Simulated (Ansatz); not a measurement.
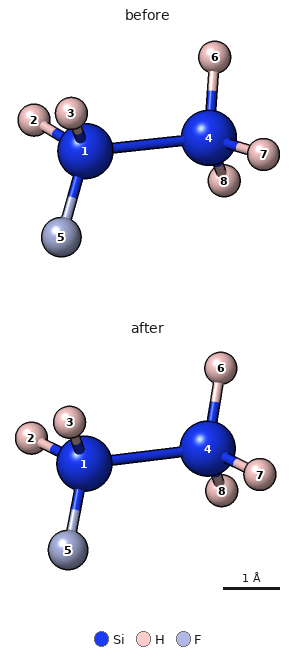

The structure of Si2H5F before (top) and after (bottom) a relaxation, at one scale.

The picture is a ball-and-stick view, seen at a tilt.

It is one of the separated products of a reaction.

Level of theory: Ansatz, RKS PBE0-D4/def2-TZVP.

The input:
```yaml
crystal:
  periodic: [false, false, false]
  atoms:
    - {symbol: Si, position_ang: [-0.630253, -1.385160, 0.585243]}
    - {symbol: H, position_ang: [-1.513615, -2.531138, 0.241669]}
    - {symbol: H, position_ang: [-0.487299, -1.317497, 2.062600]}
    - {symbol: Si, position_ang: [-1.486948, 0.605087, -0.301055]}
    - {symbol: F, position_ang: [0.831663, -1.757737, -0.007870]}
    - {symbol: H, position_ang: [-2.900204, 0.621640, 0.184724]}
    - {symbol: H, position_ang: [-0.805648, 1.817422, 0.206462]}
    - {symbol: H, position_ang: [-1.520803, 0.573338, -1.784676]}
basis:
  gaussian: {orbitals: def2-TZVP}
hamiltonian: {xc: pbe0, dispersion: d4}
relax: {f_tol: 0.005, max_steps: 200}
```

Launched with:
```bash
ansatz run in.yaml --threads 8 --pin off --events-out ev --progress --plain --max-ram 19148MiB
```

Describe what moved and what it gained.

The largest moves after the best rigid fit, 0.15 Å, are those of F5 and H7. By element the largest moves are H 0.15 Å, F 0.15 Å, Si 0.05 Å. Among the contacts that change: Si1–F5 1.621 → 1.607 Å, Si4–H7 1.480 → 1.487 Å. Among the angles between lasting bonds that change: Si1–Si4–H6 103.4° → 108.3°, Si4–Si1–F5 112.8° → 109.7°, Si1–Si4–H7 113.5° → 110.6°. Over 6 geometry steps the energy falls by 1.95 kJ/mol. Largest force component: 0.51 eV/Å at the start, 0.0047 eV/Å at the end.
